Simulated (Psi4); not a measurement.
# C3H5F (allyl fluoride) at HSE06/def2-SVP

What is the vertical singlet–triplet gap of C3H5F (allyl fluoride) at HSE06/def2-SVP? 

The calculation is run with Psi4 1.11.

1 further run of the same task is left out (set aside as unsound or not needed).

### Step 1. The structure to begin with

C3H5F has 9 atoms, charge 0, and is taken as a singlet. SMILES: `C=CCF`. The coordinates come from a PBE0-D4/def2-TZVP relaxation. This is one conformer, not always the lowest.

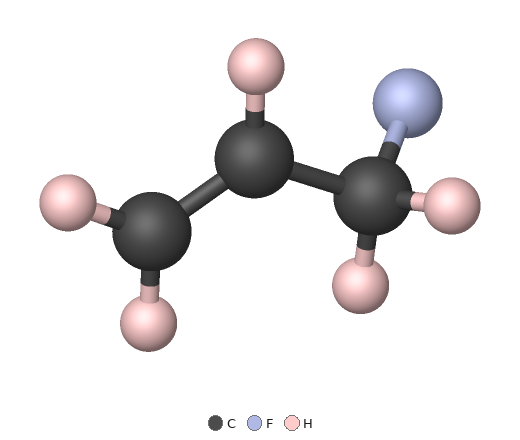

The structure, seen from a chosen angle (carbon dark grey, fluorine light blue, hydrogen pink).

### Step 2. Energy and gradient at HSE06/def2-SVP

job.in

```
memory 1600 MB

molecule {
  0 1
  C     -1.09226170     2.12121757    -1.14895348
  C      0.66612846     0.40704701    -0.66782921
  C      0.37889009    -1.61155844     1.26328191
  F      0.81352710    -3.96502335     0.19331898
  H     -0.79840929     3.60786512    -2.52599691
  H     -2.89449351     2.10515490    -0.16837460
  H      2.45626602     0.43595982    -1.67524221
  H      1.75706735    -1.38101185     2.79150343
  H     -1.52463104    -1.61061358     2.06868319
  units au
  symmetry c1
  no_reorient
  no_com
}

set globals {
  basis                def2-SVP
  puream               true
  e_convergence        1e-09
  d_convergence        1e-08
  scf_type             pk
  dft_radial_points    99
  dft_spherical_points 590
}

e, wfn = gradient('hse06', return_wfn=True)
oeprop(wfn, 'WIBERG_LOWDIN_INDICES', 'QUADRUPOLE', 'LOWDIN_CHARGES', title='HSE06')
```

Started as:

```console
$ psi4 job.in job.out -n 1
```

job.out:

```text
[...]
  Running in c1 symmetry.
[...]
  Nuclear repulsion =  114.580608380919884
[...]
  Multiplicity = 1
[...]
  Nalpha       = 16
  Nbeta        = 16
[...]
    Number of basis functions: 81
[...]
   @RKS iter   1:  -216.53427604964205   -2.95376e-01   7.50959e-03 DIIS/ADIIS
[...]
   @RKS iter  11:  -216.74757174609485   -1.98952e-13   3.47552e-09 DIIS
[...]
    Orbital Energies [Eh]
    ---------------------
    Doubly Occupied:
       1A    -24.728510     2A    -10.291774     3A    -10.230362
       4A    -10.228430     5A     -1.175184     6A     -0.800332
       7A     -0.685604     8A     -0.573121     9A     -0.503625
      10A     -0.486754    11A     -0.470522    12A     -0.430773
      13A     -0.385685    14A     -0.337823    15A     -0.331450
      16A     -0.278058
[...]
  @RKS Final Energy:  -216.74757174609485
   => Energetics <=
    Nuclear Repulsion Energy =            114.5806083809198839
    One-Electron Energy =                -522.9250557660113827
    Two-Electron Energy =                 213.6012278333843994
    DFT Exchange-Correlation Energy =     -22.0043521943877529
    Empirical Dispersion Energy =           0.0000000000000000
    VV10 Nonlocal Energy =                  0.0000000000000000
    Total Energy =                       -216.7475717460948488
[...]
  -Total Gradient:
     Atom            X                  Y                   Z
    ------   -----------------  -----------------  -----------------
       1        0.002051842390    -0.002950977290     0.001081120465
       2       -0.000911354772     0.004887311419    -0.004536083308
       3       -0.002728241368     0.009969762267     0.008257390374
       4        0.000327709172    -0.004016966646    -0.001583668243
       5       -0.000773578721    -0.004893565059     0.004639628326
       6        0.005818484935    -0.000191025297    -0.003077813654
       7       -0.005651803048     0.000157632375     0.003085325813
       8       -0.003424303797    -0.001850725298    -0.004784674674
       9        0.005292081561    -0.001112523109    -0.003076054076
[...]
 Multipole Moments:
 ------------------------------------------------------------------------------------
     Multipole            Electronic (a.u.)      Nuclear  (a.u.)        Total (a.u.)
 ------------------------------------------------------------------------------------
 L = 1.  Multiply by 2.5417464519 to convert [e a0] to [Debye]
 Dipole X            :         -6.1314534            6.0340845           -0.0973689
 Dipole Y            :         27.6897111          -27.0276189            0.6620922
 Dipole Z            :          1.3356565           -1.0905610            0.2450956
 Magnitude           :                                                    0.7126841
 L = 2.  Multiply by 1.3450342976 to convert [e a0^2] to [Debye ang]
 Quadrupole XX       :        -53.8514090           37.0989381          -16.7524709
 Quadrupole XY       :         53.0579790          -52.8431976            0.2147813
[...]
```

Run time: 50 s. Hardware: 1 thread of Intel Xeon Platinum 8375C at 2.90GHz (Ice Lake), shared host; peak memory 0.87 GiB.

### Step 3. The triplet at the same level

job.py

```python
import psi4

psi4.set_memory('1600 MB')
psi4.set_num_threads(1)
psi4.core.set_output_file('psi4.out', False)

molecule = psi4.geometry("""
0 3
C     -0.578000     1.122500    -0.608000
C      0.352500     0.215400    -0.353400
C      0.200500    -0.852800     0.668500
F      0.430500    -2.098200     0.102300
H     -0.422500     1.909200    -1.336700
H     -1.531700     1.114000    -0.089100
H      1.299800     0.230700    -0.886500
H      0.929800    -0.730800     1.477200
H     -0.806800    -0.852300     1.094700
symmetry c1
""")

options = {'basis': 'def2-SVP', 'reference': 'uks', 'puream': True, 'e_convergence': 1e-09, 'd_convergence': 1e-08, 'scf_type': 'pk', 'dft_radial_points': 99, 'dft_spherical_points': 590, 'maxiter': 200}
psi4.set_options(options)

result, w = psi4.gradient("hse06", return_wfn=True)
print('gradient / Eh bohr^-1')
print(result.np.round(6))
print(f'energy = {w.energy():.10f} Eh')
```

Started as:

```console
$ python job.py
```

psi4.out (excerpt; [...] marks lines left out):

```text
[...]
  Running in c1 symmetry.
[...]
  Nuclear repulsion =  114.580608246719862
[...]
  Multiplicity = 3
[...]
  Nalpha       = 17
  Nbeta        = 15
[...]
    Number of basis functions: 81
[...]
   @UKS iter   1:  -216.08760611539378    1.51293e-01   1.04294e-02 ADIIS/DIIS
[...]
   @UKS iter  14:  -216.58788414991372   -1.31593e-11   5.39516e-09 DIIS
[...]
   @S^2 Observed:                2.007688061E+00
[...]
  @UKS Final Energy:  -216.58788414991372
   => Energetics <=
    Nuclear Repulsion Energy =            114.5806082467198621
    One-Electron Energy =                -522.7077333538391031
    Two-Electron Energy =                 213.5913710988721164
    DFT Exchange-Correlation Energy =     -22.0521301416665985
    Empirical Dispersion Energy =           0.0000000000000000
    VV10 Nonlocal Energy =                  0.0000000000000000
    Total Energy =                       -216.5878841499137195
[...]
 Multipole Moments:
 ------------------------------------------------------------------------------------
     Multipole            Electronic (a.u.)      Nuclear  (a.u.)        Total (a.u.)
 ------------------------------------------------------------------------------------
 L = 1.  Multiply by 2.5417464519 to convert [e a0] to [Debye]
 Dipole X            :          1.2797632           -1.3622171           -0.0824539
 Dipole Y            :         -4.8839780            5.5635044            0.6795263
 Dipole Z            :          0.0032336            0.2285317            0.2317654
 Magnitude           :                                                    0.7226824
[...]
  -Total Gradient:
     Atom            X                  Y                   Z
    ------   -----------------  -----------------  -----------------
       1        0.141130060359    -0.140379234257     0.038666322498
       2       -0.138826251998     0.144385597796    -0.048525587985
       3       -0.005335788006    -0.003722935493     0.018905349534
       4       -0.001148631680     0.003378315364    -0.001840523735
       5        0.001730679632    -0.004534835909     0.002863496388
       6        0.005385574340    -0.001534787541    -0.000226895868
       7       -0.004398638064     0.002893330525     0.001992382970
       8       -0.004614744696     0.000457630445    -0.008234218266
       9        0.006078633078    -0.000943998888    -0.003595416872
[...]
```

The script printed:

```text
gradient / Eh bohr^-1
[[ 0.14113  -0.140379  0.038666]
 [-0.138826  0.144386 -0.048526]
 [-0.005336 -0.003723  0.018905]
 [-0.001149  0.003378 -0.001841]
 [ 0.001731 -0.004535  0.002863]
 [ 0.005386 -0.001535 -0.000227]
 [-0.004399  0.002893  0.001992]
 [-0.004615  0.000458 -0.008234]
 [ 0.006079 -0.000944 -0.003595]]
energy = -216.5878841499 Eh
```

Run time: 76 s. Hardware: 1 thread of Intel Xeon Platinum 8375C at 2.90GHz (Ice Lake), shared host; peak memory 0.87 GiB.

### Step 4. Results

Level: HSE06/def2-SVP.

| quantity | value |
| --- | --- |
| singlet: total energy | -216.74757 Eh |
| singlet: dipole moment | 1.81 D |
| singlet: HOMO energy | -7.57 eV |
| singlet: LUMO energy | -0.40 eV |
| singlet: HOMO–LUMO gap | 7.17 eV |
| singlet: largest force on an atom | 0.680 eV/Å |
| triplet: total energy | -216.58788 Eh |
| triplet: dipole moment | 1.84 D |
| triplet: HOMO energy (highest over α and β) | -3.21 eV |
| triplet: ⟨S²⟩ | 2.008 |
| triplet: largest force on an atom | 10.598 eV/Å |
| vertical energy of the triplet above the singlet | 4.345 eV |

What this shows: At this shape the triplet lies 4.35 eV (419 kJ/mol) above the singlet. The largest force (singlet) is 0.68 eV/Å: the shape isn't a stationary point for this species at this level.
